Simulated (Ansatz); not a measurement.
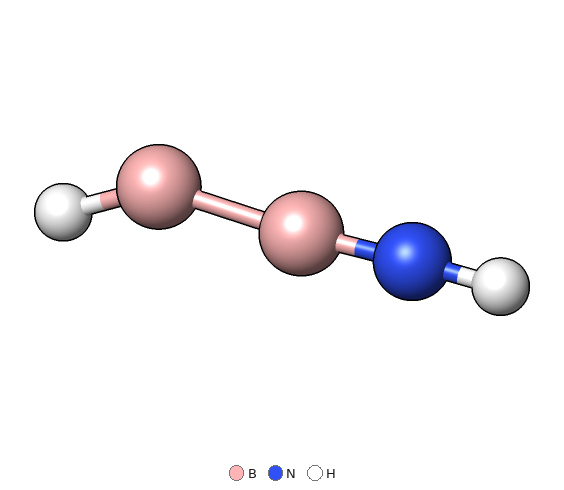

The species is neutral and a spin doublet. The geometry was computed by an optimisation with PBE0-D4/def2-TZVP. No frequency run is at hand to confirm it as a minimum. Method: UHF-CCSD(T), frozen core/def2-TZVPP (Ansatz 0.2.0).

Q: Give the ⟨S²⟩ of the determinant at this level.

A: 0.766.

Q: What is the T1 diagnostic?

A: 0.022.
